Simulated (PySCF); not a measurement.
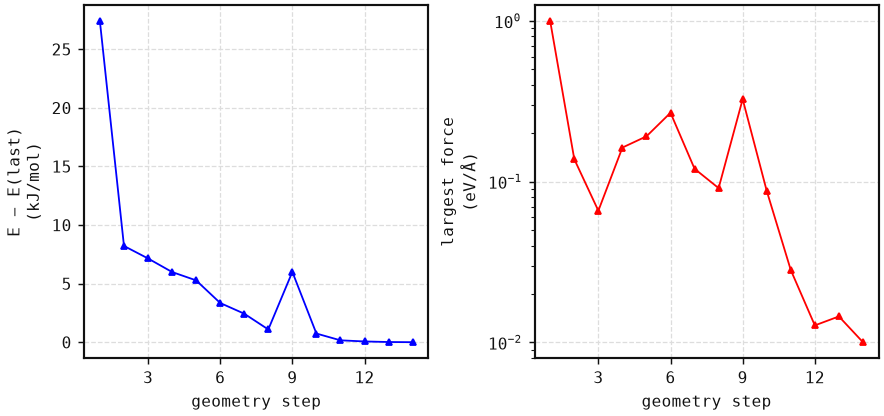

History of a geometry optimisation.

System: CH9BrSi4 (SMILES C[Si@H]1[SiH2][Si@@H](Br)[SiH2]1).
Method: PySCF, PBE0-D3(BJ)/def2-SVP, geometry optimisation.

How did the optimisation end?

The optimisation met its thresholds at geometry 14, counting the start as the first. The energy fell by about 27 kJ/mol from the first step to the last, with a rise at step 9. The largest force goes from about 0.99 eV/Å at the start to 0.01 eV/Å at the end.
